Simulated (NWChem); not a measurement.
**GeH2 (SMILES [GeH2]) at M06-SX/jorge-DZP (thermostat langevin 0.001)**

Aim: molecular dynamics of GeH2. 

Program for the calculation: NWChem 7.3.0.

1 further run of the same task is left out (it didn't finish).

## (1) The system as given

The species is GeH2 (3 atoms), meant as a singlet with charge 0. SMILES: `[GeH2]`. The shape is that of a PBE0-D4/def2-TZVP optimisation. The run starts from this shape.

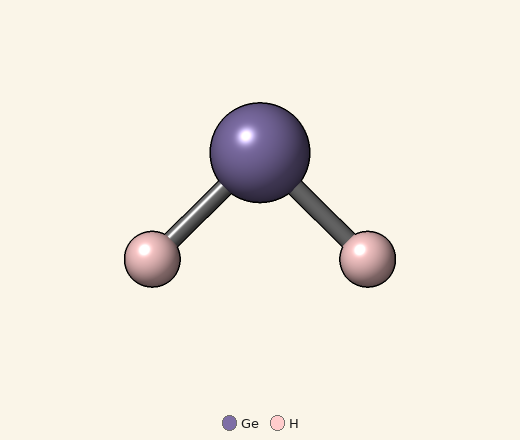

The structure, seen from a chosen angle (germanium purple, hydrogen pink).

## (2) A short trajectory at M06-SX/jorge-DZP (thermostat langevin 0.001)

m1.nw

```
start m1
title "GeH2"
memory total 2200 mb

geometry units angstrom noautosym nocenter noautoz
 Ge    -0.570100     0.405100    -0.263700
 H      0.783000     0.743600     0.509000
 H     -0.212900    -1.148700    -0.245300
end

basis spherical bse
 * library jorge-DZP
end

dft
 xc m06-sx
 grid coarse
 iterations 150
 print low
end

qmd
 nstep_nucl 15
 dt_nucl 20
 targ_temp 100
 thermostat langevin 0.001
 rand_seed 37331
 print_xyz 1
end

task dft qmd
```

Launch:

```
$ nwchem m1.nw > m1.out
```

What it wrote:

```text
[...]
 d= 0,ls=0.0,diis     1  -2077.9447080006 -2.10D+03  1.09D-02  1.46D+01     1.2
[...]
         Total DFT energy =    -2077.961659204479
[...]
         Total DFT energy =    -2077.961549054119
[...]
         Total DFT energy =    -2077.960812364920
[...]
         Total DFT energy =    -2077.960918960526
[...]
         Total DFT energy =    -2077.961069173925
[...]
 d= 0,ls=0.0,diis     4  -2077.9612255810 -8.29D-08  2.68D-06  3.52D-08    58.9
         Total DFT energy =    -2077.961225581021
      One electron energy =    -2938.304102405262
           Coulomb energy =      918.771186834254
    Exchange-Corr. energy =      -79.656437325708
 Nuclear repulsion energy =       21.228127315694
[...]
                         DFT ENERGY GRADIENTS
    atom               coordinates                        gradient
                 x          y          z           x          y          z
   1 Ge     -1.078464   0.771585  -0.497247   -0.005529   0.007909  -0.001910
   2 H       1.476543   1.413888   0.997273    0.003982   0.001690   0.002427
   3 H      -0.395255  -2.217744  -0.547310    0.001547  -0.009600  -0.000517
[...]
```

Run time: 61 s. Hardware: 1 thread of Intel Xeon 6975P-C (Granite Rapids), shared host; peak memory 0.11 GiB.

Steps, from the record of the run:

```
step  potential energy change (eV)  temperature (K)
   1                        0.0000               76
   2                        0.0043               54
   3                        0.0094               57
   4                        0.0149               39
   5                        0.0192               19
   6                        0.0216               14
   7                        0.0236               12
   8                        0.0248               14
   9                        0.0243               10
  10                        0.0234               11
  11                        0.0222               11
  12                        0.0201               21
  13                        0.0171               35
  14                        0.0131               42
  15                        0.0088               45
```

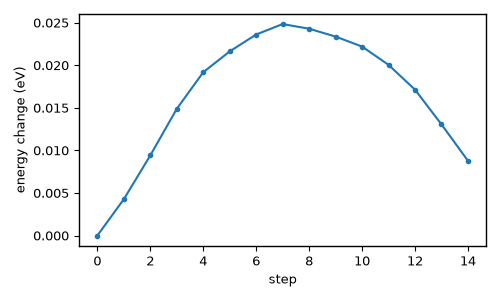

Energy along the run.

## (3) Summary of results

Level: M06-SX/jorge-DZP (thermostat langevin 0.001).

```
                          quantity           value
potential energy of the last frame  -2077.96123 Eh
```

The run spans only 7 fs, so it is not equilibrated: the temperature averages 24 K over its second half, against 76 K at the start, as kinetic energy flows into the vibrations of a start near a minimum.
